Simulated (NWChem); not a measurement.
# One shape, several levels: CH3NSn (SMILES N#[C][SnH3])

Wanted: a comparison of 3 runs (HF/STO-3G, HF/3-21G, PBE/def2-SVPD) of CH3NSn. 

Program for the calculation: NWChem 7.3.0.

## (1) The molecule

CH3NSn has 6 atoms, charge 0, and is taken as a singlet. SMILES: `N#[C][SnH3]`. The coordinates come from a PBE0-D4/def2-TZVP relaxation.

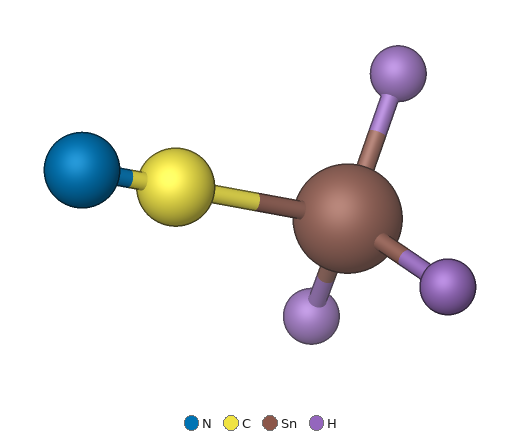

The structure, seen from a chosen angle (nitrogen blue, carbon yellow, tin brown, hydrogen purple).

## (2) Energy and gradient at HF/STO-3G (run 1)

ch3nsn.nw

```
start ch3nsn
memory 2200 mb

geometry units bohr noautosym nocenter noautoz
   N      3.88716664    -1.74742975     2.47686403
   C      2.17242915    -0.97906711     1.37666548
   Sn    -0.97113026     0.41876331    -0.64779812
   H     -0.27401029     3.45838778    -1.38214569
   H     -1.25421123    -1.44318384    -3.23955750
   H     -3.48068655     0.17139816     1.32847747
end

basis spherical bse
   * library STO-3G
end

scf
   thresh 1e-08
   maxiter 80
   print low
end

task scf gradient
```

The run is started by

```bash
$ nwchem ch3nsn.nw > ch3nsn.out
```

Log:

```text
[...]
  functions       =    40
[...]
  wavefunction    = RHF
[...]
         Total SCF energy =  -6056.194488602760
      One-electron energy =  -8778.728987483964
      Two-electron energy =   2518.128038540569
 Nuclear repulsion energy =    204.406460340635
        Time for solution =      3.4s
[...]
                         RHF ENERGY GRADIENTS
    atom               coordinates                        gradient
                 x          y          z           x          y          z
   1 N       3.887167  -1.747430   2.476864   -0.008160   0.003571  -0.005294
   2 C       2.172429  -0.979067   1.376665    0.023801  -0.010485   0.015396
   3 Sn     -0.971130   0.418763  -0.647798   -0.004541   0.001994  -0.002970
   4 H      -0.274010   3.458388  -1.382146    0.006452   0.021497  -0.004449
   5 H      -1.254211  -1.443184  -3.239558   -0.000677  -0.014158  -0.017944
   6 H      -3.480687   0.171398   1.328477   -0.016876  -0.002419   0.015262
 Task  times  cpu:        5.0s     wall:        5.0s
 Total times  cpu:        5.0s     wall:        5.0s
```

Wall time 5.7 s (1 thread of AMD EPYC 9R14 (Zen 4), shared host); peak memory 0.096 GiB.

## (3) Energy and gradient at HF/3-21G (run 2)

m1.nw

```
start m1
title "CH3NSn gradient"
memory 2200 mb
geometry units angstroms noautosym nocenter noautoz
  N        2.057000      -0.924700       1.310700
  C        1.149600      -0.518100       0.728500
  Sn      -0.513900       0.221600      -0.342800
  H       -0.145000       1.830100      -0.731400
  H       -0.663700      -0.763700      -1.714300
  H       -1.841900       0.090700       0.703000
end
basis spherical bse
  N library 3-21G
  C library 3-21G
  Sn library 3-21G
  H library 3-21G
end
scf
  singlet
  rhf
  thresh 1e-08
  maxiter 80
end
task scf gradient
```

The run is started by

```bash
$ nwchem m1.nw > m1.out
```

Log:

```text
[...]
  functions       =    55
[...]
  wavefunction    = RHF
[...]
         Total SCF energy =  -6089.788191520554
      One-electron energy =  -8804.817578702714
      Two-electron energy =   2510.622911937016
 Nuclear repulsion energy =    204.406475245143
        Time for solution =      3.4s
[...]
                         RHF ENERGY GRADIENTS
    atom               coordinates                        gradient
                 x          y          z           x          y          z
   1 N       3.887166  -1.747430   2.476864    0.017565  -0.007971   0.011201
   2 C       2.172429  -0.979067   1.376665   -0.021021   0.009556  -0.013392
   3 Sn     -0.971130   0.418763  -0.647798   -0.005503   0.002398  -0.003597
   4 H      -0.274010   3.458388  -1.382146   -0.001246  -0.009604   0.002788
   5 H      -1.254211  -1.443184  -3.239557    0.001728   0.005261   0.008437
   6 H      -3.480686   0.171398   1.328477    0.008476   0.000358  -0.005437
[...]
```

Run time: 6 s. Hardware: 1 thread of AMD EPYC 9R14 (Zen 4), shared host; peak memory 0.099 GiB.

## (4) Energy and forces at PBE/def2-SVPD (core potential) (run 3)

run.py

```python
from ase import Atoms
from ase.calculators.nwchem import NWChem

mol = Atoms('NCSnHHH', positions=[
    [2.057000, -0.924700, 1.310700],
    [1.149600, -0.518100, 0.728500],
    [-0.513900, 0.221600, -0.342800],
    [-0.145000, 1.830100, -0.731400],
    [-0.663700, -0.763700, -1.714300],
    [-1.841900, 0.090700, 0.703000],
])

calc = NWChem(
    label='run',
    theory='dft',
    memory='2200 mb',
    basis='def2-SVPD',
    basispar='spherical bse',
    dft={'xc': 'xpbe96 cpbe96', 'mult': '1', 'grid': 'fine', 'convergence': 'energy 1e-08', 'iterations': '100', 'mulliken': None},
    **{'ecp bse': {'Sn library': 'def2-SVPD'}},
)
mol.calc = calc

forces = mol.get_forces()
print("Total energy (eV):", round(mol.get_potential_energy(), 6))
print("forces (eV/A):")
for s, f in zip(mol.symbols, forces):
    print(f"{s:2s} {f[0]:10.5f} {f[1]:10.5f} {f[2]:10.5f}")
print("dipole (e A):", mol.get_dipole_moment().round(4))
```

The run is started by

```bash
$ export ASE_NWCHEM_COMMAND="nwchem PREFIX.nwi > PREFIX.nwo"
$ python run.py
```

Log:

```text
Total energy (eV): -8400.601992
forces (eV/A):
N     1.95625   -0.87443    1.25665
C    -1.66443    0.74372   -1.06937
Sn   -0.10557    0.04782   -0.06680
H     0.05404    0.25459   -0.06361
H    -0.02761   -0.15324   -0.21890
H    -0.21273   -0.01841    0.16203
dipole (e A): [-0.6833  0.3048 -0.4394]
```

The calculator wrote run.nwi:

```
title "run"

permanent_dir run

scratch_dir run

start run

geometry units angstrom nocenter noautosym noautoz
  N  2.0569999999999999e+00 -9.2469999999999997e-01 1.3107000000000000e+00
  C  1.1496000000000000e+00 -5.1810000000000000e-01 7.2850000000000004e-01
  Sn -5.1390000000000002e-01 2.2159999999999999e-01 -3.4279999999999999e-01
  H  -1.4499999999999999e-01 1.8301000000000001e+00 -7.3140000000000005e-01
  H  -6.6369999999999996e-01 -7.6370000000000005e-01 -1.7142999999999999e+00
  H  -1.8419000000000001e+00 9.0700000000000003e-02 7.0299999999999996e-01
end

memory 2200 mb

basis spherical bse noprint
   * library def2-SVPD
end

dft
  xc xpbe96 cpbe96
  mult 1
  grid fine
  convergence energy 1e-08
  iterations 100
  mulliken
end
ecp bse
  Sn library def2-SVPD
end

task dft gradient
```

run.nwo:

```text
Northwest Computational Chemistry Package (NWChem) 7.3.0
             --------------------------------------------------------

           Job information
           ---------------

    nwchem branch   = 7.3.0
    use scalapack   = T
    input           = run.nwi
    prefix          = run.
    data base       = run/run.db
    status          = startup
    nproc           =        1

           Memory information
           ------------------

    heap     =     72089598 doubles =      550.0 Mbytes
    stack    =     72089595 doubles =      550.0 Mbytes
    global   =    144179200 doubles =     1100.0 Mbytes (distinct from heap & stack)
    total    =    288358393 doubles =     2200.0 Mbytes
    verify   = yes
    hardfail = no

           Directory information
           ---------------------

  0 permanent = run
  0 scratch   = run

                                NWChem Input Module
                                -------------------

                                        run
                                        ---

[... 98 lines left out ...]
  convergence criterion.
[... 17 lines left out ...]
          Convergence on gradient requested:  5.00D-04
[... 24 lines left out ...]
          Convergence aids based upon iterative change in
[... 28 lines left out ...]
 1-e energy   =    -708.781082
[... 43 lines left out ...]
         Total DFT energy =     -308.716431596536
[... 2 lines left out ...]
    Exchange-Corr. energy =      -31.236798726971
[... 762 lines left out ...]
          Convergence on energy requested:  1.00D-08
[... 22 lines left out ...]
          Spatial weights used:  Erf1
[... 4 lines left out ...]
          total energy or number of iterations.
[... 18 lines left out ...]
                            NWChem DFT Gradient Module
                            --------------------------

                                        run

  charge          =   0.00
  wavefunction    = closed shell

                         DFT ENERGY GRADIENTS

    atom               coordinates                        gradient
                 x          y          z           x          y          z
   1 N       3.887166  -1.747430   2.476864   -0.038043   0.017005  -0.024438
   2 C       2.172429  -0.979067   1.376665    0.032368  -0.014463   0.020796
   3 Sn     -0.971130   0.418763  -0.647798    0.002053  -0.000930   0.001299
   4 H      -0.274010   3.458388  -1.382146   -0.001051  -0.004951   0.001237
   5 H      -1.254211  -1.443184  -3.239557    0.000537   0.002980   0.004257
   6 H      -3.480686   0.171398   1.328477    0.004137   0.000358  -0.003151

                 ----------------------------------------
                 |  Time  |  1-e(secs)   |  2-e(secs)   |
                 ----------------------------------------
                 |  CPU   |       0.03   |       5.56   |
                 ----------------------------------------
                 |  WALL  |       0.03   |       5.56   |
                 ----------------------------------------

 Task  times  cpu:       21.4s     wall:       21.4s
 Total times  cpu:       21.5s     wall:       21.5s
```

Wall time 23 s (1 thread of AMD EPYC 9R14 (Zen 4), shared host); peak memory 0.12 GiB.

## (5) All runs side by side

| run | level | iteration cap | module | energy (Eh) | largest force (eV/Å) | wall time |
| --- | --- | --- | --- | --- | --- | --- |
| 1 | HF/STO-3G | 80 | scf | -6056.194489 | 1.554 | 5.7 s |
| 2 | HF/3-21G | 80 | scf | -6089.788192 | 1.373 | 6 s |
| 3 | PBE/def2-SVPD (core potential) | 100 | dft | -308.716432 | 2.484 | 23 s |

## (6) Results

```
                       quantity          value
            run 3: total energy  -308.71643 Eh
           run 3: dipole moment         4.17 D
             run 3: HOMO energy       -8.25 eV
             run 3: LUMO energy       -1.34 eV
           run 3: HOMO–LUMO gap        6.91 eV
run 3: largest force on an atom     2.484 eV/Å
```

What this shows: Some runs of one species differ in core potentials or relativity; totals across that change don't compare. In run 1 the basis is minimal, so the values are rough. In runs 1, 2 relativity is left out where basis or elements ask for it. All runs together took 35 s, the longest 23 s.
